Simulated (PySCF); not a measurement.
SMILES S(C)[TeH] (CH₄STe) at its CAM-B3LYP/def2-SVP optimised geometry (Å):

```
7

Te    -1.1135    -0.8297     0.0000
H     -1.2961     0.8297     0.0000
S      1.2961    -0.8297     0.0000
C      1.7160    -0.7241     1.7669
H      1.4042     0.2353     2.1997
H      2.8125    -0.7981     1.8168
H      1.2768    -1.5522     2.3375
```

Level of theory: CAM-B3LYP/def2-TZVP, def2 effective core potentials past Kr run with PySCF. The core electrons that the potentials of Te replace are not part of the density.

Map of the log10 of the electron density (e/bohr³), floored at −4 on the plane z = 1.2 Å:

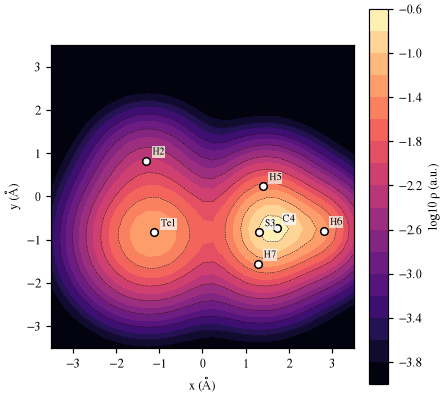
Figure. Log10 of the electron density (e/bohr³), floored at −4 on the plane z = 1.2 Å.
